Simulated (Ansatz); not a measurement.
Geometry relaxation, with input and output: CH6AlN

CH6AlN, computed with RKS BHLYP-D4/def2-mTZVP (Ansatz 0.2.0).

It belongs to a series of runs on one base structure; here: end point A relaxed. Figures and captions count atoms from 1; the log counts them from 0 in places.

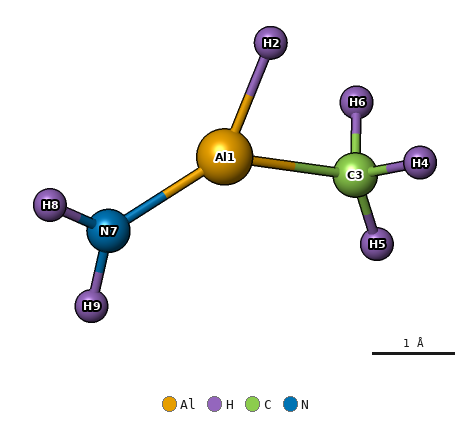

The starting structure (ball-and-stick view, seen at a tilt; atoms are numbered from 1 in the order of the input). Sticks mark near contacts. Bond lengths as drawn: Al–C 1.94 Å, Al–H 1.55 Å, Al–N 1.76 Å, C–H 1.08 to 1.09 Å and H–N 1.00 Å.

**Results in brief**

- outcome: converged
- total energy: −9222.1984 eV
- mean-field energy: −9222.0488 eV
- largest force (length of the vector) at the end: 0.011 eV/Å
- hardware: 2 threads of Arm Neoverse N1, 24 GiB of memory available, shared host
- wall time: 19 s (CPU time 37 s)
- peak memory: 0.14 GiB

**Input file**
```yaml
crystal:
  periodic: [false, false, false]
  atoms:
    - { symbol: Al, position_ang: [0.090081, -0.118081, 0.187483] }
    - { symbol: H, position_ang: [0.442757, -0.55808, 1.627427] }
    - { symbol: C, position_ang: [2.001421, 0.118258, -0.028288] }
    - { symbol: H, position_ang: [2.399028, -0.87, 0.195124] }
    - { symbol: H, position_ang: [2.521687, 0.500198, -0.898894] }
    - { symbol: H, position_ang: [2.275957, 0.726058, 0.829959] }
    - { symbol: "N", position_ang: [-1.385386, 0.033554, -0.753157] }
    - { symbol: H, position_ang: [-2.30746, -0.185706, -0.4313] }
    - { symbol: H, position_ang: [-1.420785, 0.3537, -1.702754] }
basis:
  gaussian: { orbitals: def2-mTZVP }
hamiltonian:
  xc: { name: BHLYP }
  dispersion: d4
relax:
  f_tol: 0.03
  max_steps: 50
output:
  orbitals: {}
```

Run as:
```bash
ansatz run input.yaml --threads 2 --pin off --max-ram 3072MiB --backend cpu --events-out ev --progress --plain --runs-dir out
```

**The program's output**
```
The last accepted step is kept in [file] (removed where the run ends without a failure and the disk answers)
Engine: ansatz 0.2.0, aarch64-unknown-linux-gnu
Functional definition: BHLYP
  parameter a = 0.5
  exchange = (1 - a)*b88_x + a*exact_x
  correlation = lyp_c
781 factors; integrals over basis functions are off by at most 5.1e-4 eV
mean field evaluation 1: about -9212.1217 eV, gradient 6.8e1 eV
mean field evaluation 2: about -9210.8553 eV, gradient 6.8e1 eV
mean field evaluation 4: about -9221.3054 eV, gradient 3.0e0 eV
mean field evaluation 8: about -9221.3253 eV, gradient 3.6e-2 eV
mean field -9221.32534172 eV, -338.8774558693 hartree, gradient 3.9e-5 eV, S^2 0.000000; 0 other end points of the search recorded, 0 dependent functions left out
the calculation of the forces begins
reference -9221.32552409 eV, -338.8774625715 hartree; 16, 16 occupied and 62, 62 virtual orbitals, 781 factors
relax step   1: F+E_penalty+E_count = -9221.47209753 eV  Δ(F+E_penalty+E_count) = +0.000e0 eV  max|allowed force component| = 1.378e0 eV/Å  Δτ_max = 0.0000 Å  (23 SCF iters, accepted)
these checks for a lower state are left out or cut short: starts, cluster_reference, orbital_swaps, neighbouring_geometries, increment
781 factors; integrals over basis functions are off by at most 5.1e-4 eV
mean field evaluation 16: about -9221.6609 eV, gradient 2.0e-2 eV
mean field -9221.66008285 eV, -338.8897573791 hartree, gradient 2.3e-5 eV, S^2 0.000000; 0 other end points of the search recorded, 0 dependent functions left out
the calculation of the forces begins
reference -9221.66026461 eV, -338.8897640585 hartree; 16, 16 occupied and 62, 62 virtual orbitals, 781 factors
relax step   2: F+E_penalty+E_count = -9221.80674860 eV  Δ(F+E_penalty+E_count) = -3.347e-1 eV  max|allowed force component| = 8.876e-1 eV/Å  Δτ_max = 0.1949 Å  (24 SCF iters, accepted)
these checks for a lower state are left out or cut short: starts, cluster_reference, orbital_swaps, neighbouring_geometries, increment
781 factors; integrals over basis functions are off by at most 5.1e-4 eV
mean field -9221.84503330 eV, -338.8965541827 hartree, gradient 3.2e-5 eV, S^2 0.000000; 0 other end points of the search recorded, 0 dependent functions left out
the calculation of the forces begins
reference -9221.84521530 eV, -338.8965608712 hartree; 16, 16 occupied and 62, 62 virtual orbitals, 781 factors
relax step   3: F+E_penalty+E_count = -9221.99184757 eV  Δ(F+E_penalty+E_count) = -1.851e-1 eV  max|allowed force component| = 4.350e-1 eV/Å  Δτ_max = 0.1978 Å  (23 SCF iters, accepted)
these checks for a lower state are left out or cut short: starts, cluster_reference, orbital_swaps, neighbouring_geometries, increment
781 factors; integrals over basis functions are off by at most 5.1e-4 eV
mean field -9221.98312618 eV, -338.9016290023 hartree, gradient 1.0e-5 eV, S^2 0.000000; 0 other end points of the search recorded, 0 dependent functions left out
the calculation of the forces begins
reference -9221.98330860 eV, -338.9016357063 hartree; 16, 16 occupied and 62, 62 virtual orbitals, 781 factors
relax step   4: F+E_penalty+E_count = -9222.13107392 eV  Δ(F+E_penalty+E_count) = -1.392e-1 eV  max|allowed force component| = 2.396e-1 eV/Å  Δτ_max = 0.2000 Å  (26 SCF iters, accepted)
these checks for a lower state are left out or cut short: starts, cluster_reference, orbital_swaps, neighbouring_geometries, increment
781 factors; integrals over basis functions are off by at most 5.4e-4 eV
mean field evaluation 32: about -9221.8187 eV, gradient 7.5e0 eV
mean field -9222.03224825 eV, -338.9034342053 hartree, gradient 1.5e-5 eV, S^2 0.000000; 0 other end points of the search recorded, 0 dependent functions left out
the calculation of the forces begins
reference -9222.03243168 eV, -338.9034409460 hartree; 16, 16 occupied and 62, 62 virtual orbitals, 781 factors
relax step   5: F+E_penalty+E_count = -9222.18104609 eV  Δ(F+E_penalty+E_count) = -4.997e-2 eV  max|allowed force component| = 5.406e-1 eV/Å  Δτ_max = 0.2000 Å  (26 SCF iters, accepted)
these checks for a lower state are left out or cut short: starts, cluster_reference, orbital_swaps, neighbouring_geometries, increment
781 factors; integrals over basis functions are off by at most 5.6e-4 eV
mean field -9222.04408509 eV, -338.9038692011 hartree, gradient 1.7e-5 eV, S^2 0.000000; 0 other end points of the search recorded, 0 dependent functions left out
the calculation of the forces begins
reference -9222.04426892 eV, -338.9038759568 hartree; 16, 16 occupied and 62, 62 virtual orbitals, 781 factors
relax step   6: F+E_penalty+E_count = -9222.19384857 eV  Δ(F+E_penalty+E_count) = -1.280e-2 eV  max|allowed force component| = 2.592e-1 eV/Å  Δτ_max = 0.1020 Å  (23 SCF iters, accepted)
these checks for a lower state are left out or cut short: starts, cluster_reference, orbital_swaps, neighbouring_geometries, increment
781 factors; integrals over basis functions are off by at most 5.6e-4 eV
mean field -9222.04838377 eV, -338.9040271747 hartree, gradient 2.3e-5 eV, S^2 0.000000; 0 other end points of the search recorded, 0 dependent functions left out
the calculation of the forces begins
reference -9222.04856739 eV, -338.9040339226 hartree; 16, 16 occupied and 62, 62 virtual orbitals, 781 factors
relax step   7: F+E_penalty+E_count = -9222.19803936 eV  Δ(F+E_penalty+E_count) = -4.191e-3 eV  max|allowed force component| = 6.200e-2 eV/Å  Δτ_max = 0.0206 Å  (23 SCF iters, accepted)
these checks for a lower state are left out or cut short: starts, cluster_reference, orbital_swaps, neighbouring_geometries, increment
781 factors; integrals over basis functions are off by at most 5.5e-4 eV
mean field -9222.04863518 eV, -338.9040364139 hartree, gradient 8.7e-6 eV, S^2 0.000000; 0 other end points of the search recorded, 0 dependent functions left out
the calculation of the forces begins
reference -9222.04881880 eV, -338.9040431617 hartree; 16, 16 occupied and 62, 62 virtual orbitals, 781 factors
relax step   8: F+E_penalty+E_count = -9222.19825437 eV  Δ(F+E_penalty+E_count) = -2.150e-4 eV  max|allowed force component| = 1.073e-2 eV/Å  Δτ_max = 0.0062 Å  (22 SCF iters, accepted)
781 factors; integrals over basis functions are off by at most 5.5e-4 eV
mean field evaluation 64: about -9222.0486 eV, gradient 4.1e-2 eV
```

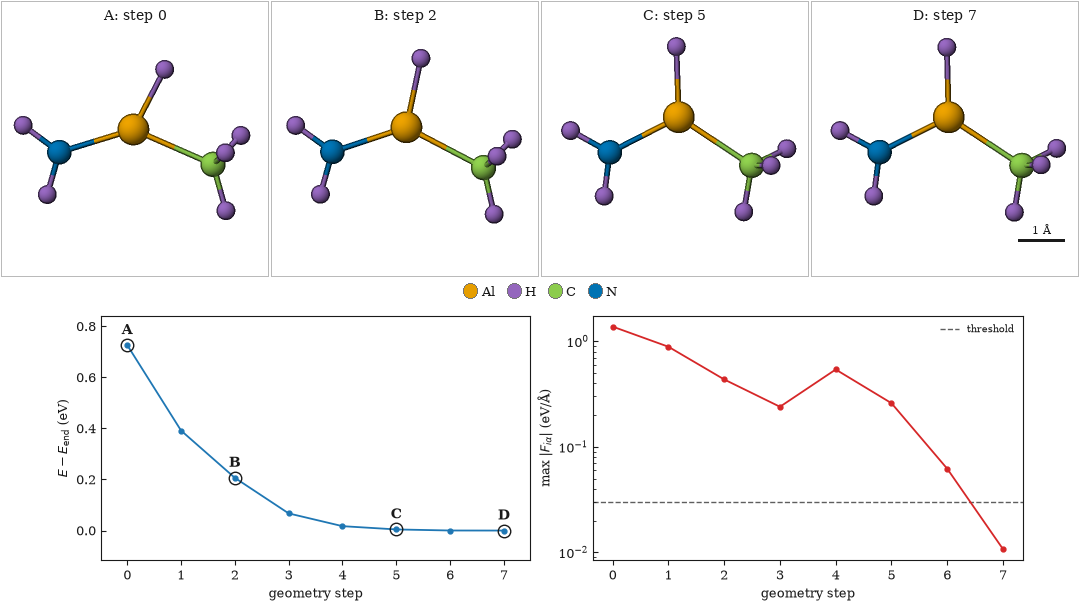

Frames of the relaxation (ball-and-stick view, seen at a tilt) above the curves, on which the letters mark them (the first geometry is step 0 here and step 1 in the log).

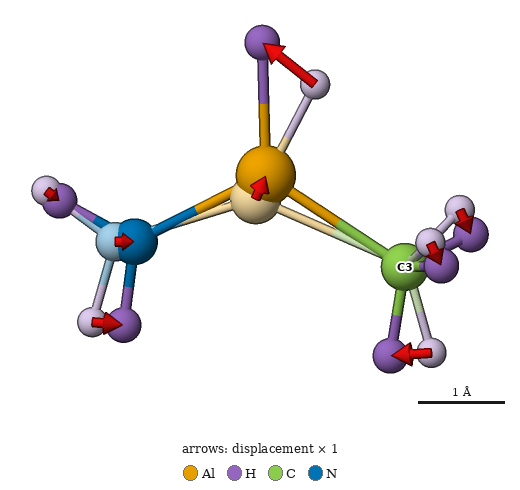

Start (faint) and end (solid) with the displacements as red arrows, at true length (ball-and-stick view, seen at a tilt). The two geometries are laid on each other by the best rigid fit. After 7 geometry steps the energy has fallen by 0.726 eV. The largest force component goes from 1.4 to 0.011 eV/Å. H2 moves most after the best rigid fit: 0.79 Å. By element the largest moves are H 0.79 Å, Al 0.31 Å, N 0.23 Å, C 0.03 Å. Among the contacts that change: Al1–H2 1.546 → 1.575 Å, Al1–C3 1.938 → 1.948 Å, Al1–N7 1.756 → 1.766 Å. Among the angles that change: H2–Al1–C3 85.0° → 123.7°, C3–Al1–N7 139.3° → 119.7°, H2–Al1–N7 135.6° → 116.6°. (Atoms are counted from 1 in the order of the input.)

```
mean field -9222.04863518 eV, -338.9040364139 hartree, gradient 8.7e-6 eV, S^2 0.000000; 1 other end points of the search recorded, 0 dependent functions left out
the calculation of the forces begins
reference -9222.04881880 eV, -338.9040431617 hartree; 16, 16 occupied and 62, 62 virtual orbitals, 781 factors
Total energy: -9222.19843799 eV, -338.9095415654 hartree
Atom 0 at     0.141220    -0.221794     0.471849 Å, force    -0.002872     0.005750     0.001668 eV/Å
Atom 1 at    -0.279304    -0.723037     1.904574 Å, force     0.001279    -0.002333    -0.002877 eV/Å
Atom 2 at     1.985533     0.117729    -0.056690 Å, force     0.000927    -0.002759     0.001703 eV/Å
Atom 3 at     2.587290    -0.786514    -0.014148 Å, force     0.000368     0.001276    -0.000981 eV/Å
Atom 4 at     2.065098     0.507979    -1.066277 Å, force     0.004071     0.000266    -0.001855 eV/Å
Atom 5 at     2.468494     0.832605     0.604201 Å, force    -0.001287    -0.000135    -0.001211 eV/Å
Atom 6 at    -1.163994     0.034917    -0.689279 Å, force    -0.010729     0.000812     0.002690 eV/Å
Atom 7 at    -2.135969    -0.116571    -0.495907 Å, force     0.002830    -0.000148    -0.001870 eV/Å
Atom 8 at    -1.051067     0.354587    -1.632723 Å, force     0.005412    -0.002729     0.002732 eV/Å
Dipole moment:    -0.069597     0.055967    -0.193613 e Å
```

**Trajectory as extended XYZ (Å, eV, eV/Å), 8 frames, from step=1 to step=8**
```
9
Properties=species:S:1:pos:R:3:forces:R:3 step=1 energy=-9221.47210
Al    0.0901   -0.1181    0.1875    1.0063  -0.0087   0.2875
H     0.4428   -0.5581    1.6274   -1.3776  -0.4520   0.9541
C     2.0014    0.1183   -0.0283    0.3317   0.4124  -1.1706
H     2.3990   -0.8700    0.1951    0.0050  -0.0255  -0.0374
H     2.5217    0.5002   -0.8989    0.0394   0.0017  -0.0134
H     2.2760    0.7261    0.8300   -0.0054   0.0642  -0.0240
N    -1.3854    0.0336   -0.7532    0.0629   0.0225  -0.0346
H    -2.3075   -0.1857   -0.4313   -0.0475  -0.0034   0.0270
H    -1.4208    0.3537   -1.7028   -0.0149  -0.0113   0.0114
9
Properties=species:S:1:pos:R:3:forces:R:3 step=2 energy=-9221.80675
Al    0.1198   -0.1262    0.2153    0.5894  -0.0695   0.3731
H     0.2741   -0.6038    1.7139   -0.8876  -0.1303   0.1222
C     2.0219    0.1348   -0.0739   -0.0736   0.0525  -0.2340
H     2.4099   -0.8561    0.1660    0.1213   0.0420  -0.1111
H     2.5437    0.5143   -0.9383   -0.0648   0.0327  -0.1187
H     2.2855    0.7373    0.7951    0.1199   0.0713  -0.1101
N    -1.3573    0.0322   -0.7392    0.0816   0.0169  -0.0223
H    -2.2848   -0.1840   -0.4231    0.0766   0.0045   0.0464
H    -1.3955    0.3515   -1.6902    0.0371  -0.0201   0.0546
9
Properties=species:S:1:pos:R:3:forces:R:3 step=3 energy=-9221.99185
Al    0.1442   -0.1385    0.2532    0.0922  -0.1382   0.4350
H     0.0878   -0.6415    1.7685   -0.4289   0.0391  -0.2497
C     2.0317    0.1409   -0.0932   -0.0882  -0.1050   0.2282
H     2.4529   -0.8409    0.1352    0.1244   0.0879  -0.1582
H     2.5018    0.5254   -0.9837   -0.1066   0.0331  -0.1243
H     2.3284    0.7536    0.7605    0.1293   0.0623  -0.1742
N    -1.3214    0.0305   -0.7241    0.1122   0.0391  -0.0766
H    -2.2538   -0.1778   -0.4151    0.1125  -0.0018   0.0700
H    -1.3542    0.3482   -1.6758    0.0532  -0.0167   0.0497
9
Properties=species:S:1:pos:R:3:forces:R:3 step=4 energy=-9222.13107
Al    0.1466   -0.1753    0.3582   -0.0313   0.0854  -0.2396
H    -0.1002   -0.6777    1.8262   -0.1917  -0.0216   0.0331
C     2.0113    0.1366   -0.0828   -0.0102  -0.0968   0.1496
H     2.5047   -0.8246    0.0566    0.1426   0.0640  -0.0166
H     2.3451    0.5410   -1.0288   -0.1938   0.0147  -0.0526
H     2.3903    0.7802    0.7092    0.1524  -0.0029  -0.0533
N    -1.2456    0.0352   -0.7173    0.0154  -0.0408   0.1189
H    -2.1875   -0.1411   -0.4175    0.0298   0.0069  -0.0421
H    -1.2474    0.3256   -1.6783    0.0868  -0.0090   0.1027
9
Properties=species:S:1:pos:R:3:forces:R:3 step=5 energy=-9222.18105
Al    0.1470   -0.2012    0.4066    0.0669  -0.1354   0.5406
H    -0.2810   -0.6902    1.8502    0.0472   0.0046  -0.0727
C     2.0069    0.1157   -0.0522    0.3758  -0.0486   0.2213
H     2.6054   -0.7998    0.0053   -0.1986   0.1913   0.0120
H     2.1476    0.5136   -1.0443    0.0197   0.0942  -0.2493
H     2.4820    0.8207    0.6390   -0.1780  -0.1852  -0.1391
N    -1.1972    0.0352   -0.6942   -0.0071   0.0309  -0.1422
H    -2.1480   -0.1530   -0.4476   -0.1117  -0.0020   0.0225
H    -1.1454    0.3589   -1.6371   -0.0142   0.0503  -0.1930
9
Properties=species:S:1:pos:R:3:forces:R:3 step=6 energy=-9222.19385
Al    0.1418   -0.2217    0.4739   -0.1053  -0.0449   0.1542
H    -0.2973   -0.7200    1.9166    0.0605   0.0482  -0.1694
C     1.9822    0.1158   -0.0559    0.1642  -0.0519   0.1683
H     2.5905   -0.7885   -0.0282   -0.0667   0.0922   0.0345
H     2.0505    0.5071   -1.0608    0.0046   0.0690  -0.1696
H     2.4728    0.8352    0.5997   -0.0486  -0.0972  -0.0462
N    -1.1581    0.0387   -0.6939    0.2377  -0.0697   0.2592
H    -2.1216   -0.1274   -0.4949   -0.2344  -0.0071  -0.0194
H    -1.0436    0.3608   -1.6310   -0.0119   0.0614  -0.2116
9
Properties=species:S:1:pos:R:3:forces:R:3 step=7 energy=-9222.19804
Al    0.1412   -0.2199    0.4747    0.0175  -0.0060   0.0023
H    -0.2805   -0.7238    1.9052   -0.0038  -0.0011   0.0102
C     1.9857    0.1174   -0.0548   -0.0155   0.0163  -0.0379
H     2.5876   -0.7867   -0.0176    0.0026  -0.0064   0.0035
H     2.0592    0.5094   -1.0651    0.0107  -0.0077   0.0219
H     2.4715    0.8319    0.6039    0.0032   0.0031   0.0052
N    -1.1617    0.0364   -0.6879   -0.0620   0.0069  -0.0424
H    -2.1347   -0.1152   -0.4992    0.0089  -0.0084   0.0293
H    -1.0508    0.3505   -1.6336    0.0385   0.0033   0.0078
9
Properties=species:S:1:pos:R:3:forces:R:3 step=8 energy=-9222.19825
Al    0.1412   -0.2218    0.4718   -0.0029   0.0057   0.0017
H    -0.2793   -0.7230    1.9046    0.0013  -0.0023  -0.0029
C     1.9855    0.1177   -0.0567    0.0009  -0.0028   0.0017
H     2.5873   -0.7865   -0.0141    0.0004   0.0013  -0.0010
H     2.0651    0.5080   -1.0663    0.0041   0.0003  -0.0019
H     2.4685    0.8326    0.6042   -0.0013  -0.0001  -0.0012
N    -1.1640    0.0349   -0.6893   -0.0107   0.0008   0.0027
H    -2.1360   -0.1166   -0.4959    0.0028  -0.0001  -0.0019
H    -1.0511    0.3546   -1.6327    0.0054  -0.0027   0.0027
```

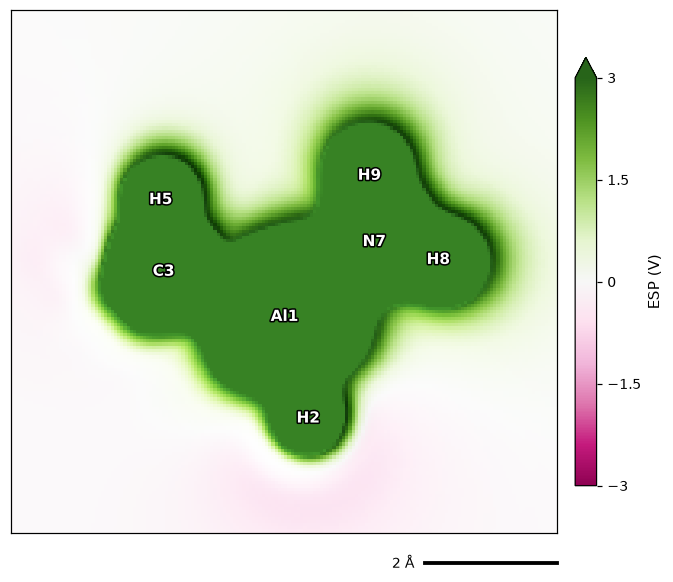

Electrostatic potential on the plane of atoms Al1, N7 and H8. Atoms in the plane: Al, H, C and N.

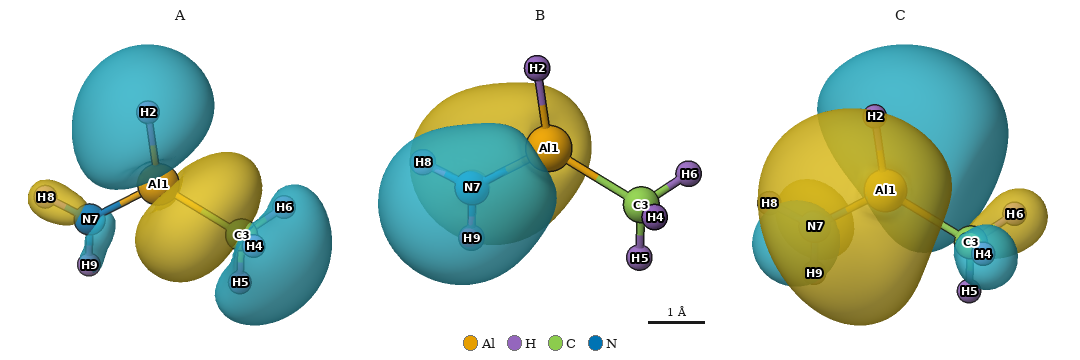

Three frontier orbitals at ±0.06 Å⁻³ᐟ² (yellow and cyan are the two phases). A is the HOMO−1 (−9.14 eV). Its weight (Hirshfeld) is mainly on C3 (40 %), Al1 (25 %) and H2 (25 %). B is the HOMO (−8.60 eV). C is the LUMO (0.63 eV). It lies mainly on Al1 (75 %) and N7 (10 %). The HOMO–LUMO gap is 9.23 eV between the orbital energies.
